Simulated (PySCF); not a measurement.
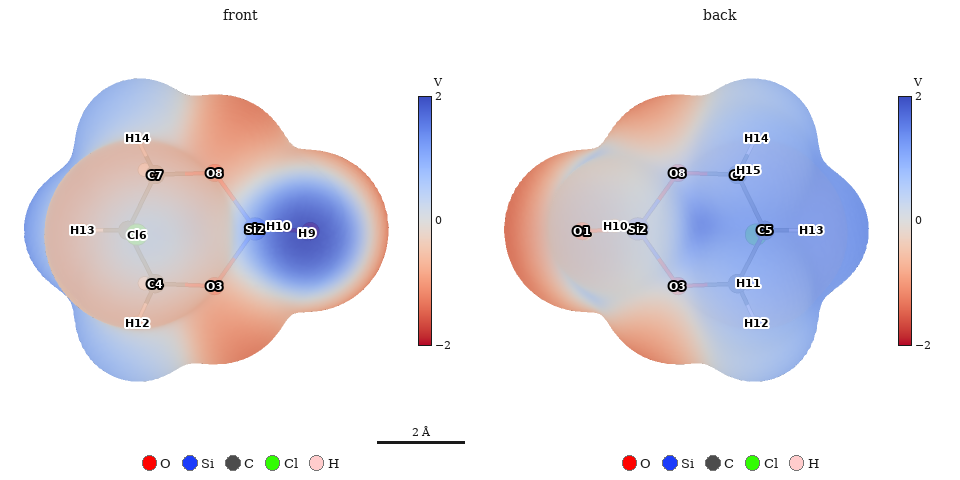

The picture shows: C₃H₇ClO₃Si. The electrostatic potential painted on the density surface at 0.001 e/bohr³, seen from the front and from behind; the colour scale runs from red (negative) to blue (positive).

Geometry: GFN2-xTB.

Theory: PySCF, PBE0/pcSseg-1, SCF density, gas phase, non-relativistic.

The calculation's input:

```
{"job": {"kind": "nmr", "xc": "PBE0", "basis": "pcSseg-1"}, "charge": 0, "multiplicity": 1}
O      2.762561     0.327170     0.956289
Si     1.542112     0.494054    -0.070406
O      0.962414    -0.961792    -0.539533
C     -0.380176    -1.134798    -0.863599
C     -1.324886    -0.441686     0.115033
Cl    -1.167154    -1.214361     1.715584
C     -1.020308     1.047872     0.253451
O      0.298398     1.302348     0.619231
H      2.650097    -0.131601     1.787110
H      2.090078     1.228998    -1.192864
H     -0.576492    -0.734968    -1.868517
H     -0.576599    -2.212397    -0.871924
H     -2.359913    -0.582322    -0.203785
H     -1.662817     1.489430     1.022925
H     -1.241730     1.532044    -0.708251
```

Run with:

```sh
OMP_NUM_THREADS=1 python probes_run.py task.json out
```

Describe the electrostatic potential map.

Answer. The most negative region (about −1.3 V) lies over O1, the most positive (about +1.9 V) over H9. O1 is the likeliest acceptor of a hydrogen bond.
